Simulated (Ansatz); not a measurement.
# B3LYP/aug-cc-pVDZ run of C2H5F (SMILES CCF)

What is the electronic atomisation energy of C2H5F at B3LYP/aug-cc-pVDZ? 

Program for the calculation: Ansatz 0.2.0.

52 further runs of the same task are left out: 52 set aside as unsound or not needed.

## Step 1: The system as given

The species is C2H5F (8 atoms), meant as a singlet with charge 0. SMILES: `CCF`. The coordinates come from a PBE0-D4/def2-TZVP relaxation.

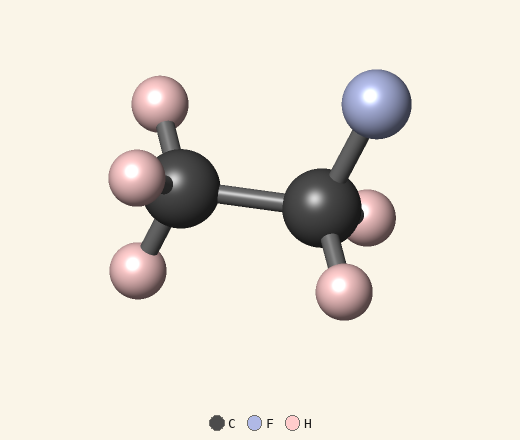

The structure, seen from a chosen angle (carbon dark grey, fluorine light blue, hydrogen pink).

## Step 2: A single-point energy at B3LYP/aug-cc-pVDZ

in.yaml reads:

```yaml
crystal:
  periodic: [false, false, false]
  atoms:
    - symbol: C
      position_ang: [-0.431700, 0.566900, -0.264600]
    - symbol: C
      position_ang: [0.378400, -0.599100, 0.230500]
    - symbol: F
      position_ang: [1.663300, -0.186400, 0.546500]
    - symbol: H
      position_ang: [-1.443900, 0.237400, -0.512600]
    - symbol: H
      position_ang: [0.018600, 0.998500, -1.160400]
    - symbol: H
      position_ang: [-0.500300, 1.343000, 0.499800]
    - symbol: H
      position_ang: [0.464000, -1.381500, -0.529800]
    - symbol: H
      position_ang: [-0.056300, -1.036000, 1.134800]
basis:
  gaussian:
    orbitals: aug-cc-pVDZ
accuracy: high
hamiltonian:
  xc: {name: B3LYP}
output: {orbitals: {seedname: orbitals}}
```

On the command line:

```console
$ ansatz run in.yaml --threads 1 --pin off --max-ram 3480MiB --events-out events.jsonl --progress --plain --runs-dir runs
```

Log:

```text
Warning: RAYON_NUM_THREADS=1 ignored (pool sized by the plan → 1); use --threads N
Functional definition: B3LYP
  name "B3LYP"
  parameter a0 = 0.2
  parameter ax = 0.72
  parameter ac = 0.81
  exchange = (1 - a0 - ax)*slater_x + ax*b88_x + a0*exact_x
  correlation = (1 - ac)*vwn_rpa_c + ac*lyp_c
2297 factors; integrals over basis functions are off by at most 3.2e-9 eV
mean field evaluation 1: about -4866.4364 eV, gradient 5.3e1 eV
mean field evaluation 2: about -4863.7746 eV, gradient 6.1e1 eV
mean field evaluation 4: about -4873.1578 eV, gradient 9.9e-1 eV
mean field evaluation 8: about -4873.1589 eV, gradient 2.3e-2 eV
mean field evaluation 16: about -4873.1589 eV, gradient 2.5e-7 eV
mean field -4873.15893137 eV, -179.0852875819 hartree, gradient 2.6e-8 eV, S^2 0.000000; 0 other end points of the search recorded, 0 dependent functions left out
reference -4873.15898154 eV, -179.0852894259 hartree; 13, 13 occupied and 101, 101 virtual orbitals, 2297 factors
Total energy: -4873.15898154 eV, -179.0852894259 hartree
```

Run time: 7.8 s. Hardware: 1 thread of Intel Xeon Platinum 8375C at 2.90GHz (Ice Lake), shared host; peak memory 0.38 GiB.

## Step 3: The C atom

in.yaml reads:

```yaml
basis:
  gaussian:
    orbitals: aug-cc-pVDZ
crystal:
  periodic: [false, false, false]
  atoms:
    - symbol: C
      position_ang: [0.000000, 0.000000, 0.000000]
total_charge: 0
magnetization:
  spin_polarized: true
  initial_magnetization: 2
accuracy: high
hamiltonian:
  xc: {name: B3LYP}
```

Run the same way, it converges to -37.85420 Eh (log not shown).

## Step 4: The F atom

run.yaml reads:

```yaml
crystal:
  periodic: [false, false, false]
  atoms:
    - {symbol: F, position_ang: [0.000000, 0.000000, 0.000000]}
basis:
  gaussian: {orbitals: aug-cc-pVDZ}
magnetization: {spin_polarized: true, initial_magnetization: 1}
hamiltonian: {xc: {name: B3LYP}}
accuracy: high
```

Run the same way, it converges to -99.73950 Eh (log not shown).

## Step 5: The H atom at the same level

run.yaml reads:

```yaml
crystal:
  periodic: [false, false, false]
  atoms:
    - symbol: H
      position_ang: [0.000000, 0.000000, 0.000000]
basis:
  gaussian:
    orbitals: aug-cc-pVDZ
magnetization:
  spin_polarized: true
  initial_magnetization: 1
hamiltonian:
  xc: {name: B3LYP}
accuracy: high
```

Run the same way, it converges to -0.50166 Eh (log not shown).

## Step 6: Results

Level: B3LYP/aug-cc-pVDZ.

| quantity | value |
| --- | --- |
| molecule: total energy | -179.08529 Eh |
| molecule: HOMO energy | -9.17 eV |
| molecule: LUMO energy | -0.26 eV |
| molecule: HOMO–LUMO gap | 8.91 eV |
| C atom: total energy | -37.85420 Eh |
| C atom: ⟨S²⟩ | 2.004 |
| F atom: total energy | -99.73950 Eh |
| F atom: ⟨S²⟩ | 0.752 |
| H atom: total energy | -0.50166 Eh |
| H atom: ⟨S²⟩ | 0.750 |
| electronic atomisation energy | 30.725 eV |

**Reading.** Taking the molecule apart into free atoms costs 30.72 eV (2964 kJ/mol), before zero-point energy and without spin-orbit coupling.
